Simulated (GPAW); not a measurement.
The S K edge of atom 2 in LaS (Fm-3m), with 6 La at 2.93 Å (octahedral, site symmetry m-3m), was computed in 2 ways: excited-electron core hole (neutral cell) and no core hole. Program and functional: GPAW, LDA, without spin-orbit coupling, Gaussian full width 0.9 eV up to 4 eV, rising linearly to 3.5 eV at 25 eV; cells of 2 and 12 atoms (the run without a hole in the smaller).

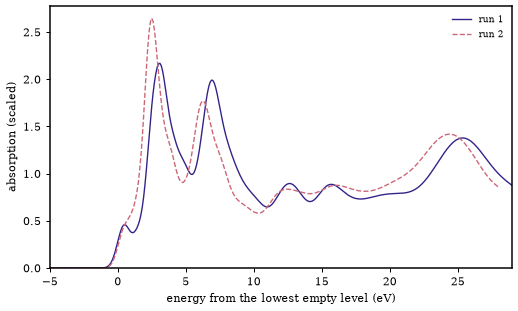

Each run is counted from its own lowest empty level or Fermi level and scaled to a mean of 1 over its first 20 eV.

Which run is which?

Run 1: no core hole (area from −2 to 6 eV 6.8, main maxima 0.5 eV (0.46), 3.1 eV (2.17), 6.9 eV (1.99), 12.6 eV (0.89) and 15.7 eV (0.89)). Run 2: excited-electron core hole (neutral cell) (area from −2 to 6 eV 7.7, main maxima 2.5 eV (2.65), 6.3 eV (1.77) and 16.1 eV (0.88)). With each curve scaled to its own mean, the area from −2 to 6 eV with the hole is 7.7 against 6.8, and the centre of weight from −1 to 20 eV moves by -0.1 eV (first and strongest maxima below 20 eV: 0.5 eV (0.46), 3.1 eV (2.17), 6.9 eV (1.99) and 12.6 eV (0.89) without the hole, 2.5 eV (2.65), 6.3 eV (1.77) and 16.1 eV (0.88) with it); the shape changes all the same, by 28 % r.m.s.

[Hosts, paths, dates, database ids (printed as entryN), source tags and the programs' standing remarks are cut or masked in the printed files.]

[Lists of maxima count a maximum above −3 eV only where it reaches 4 % of the highest in the window and stands out from its surroundings by 2 % of it (1.5 % where it reaches 55 %); shoulders and weaker maxima are passed over, and of the rest the first, up to two pre-edge ones and the few strongest are named.]
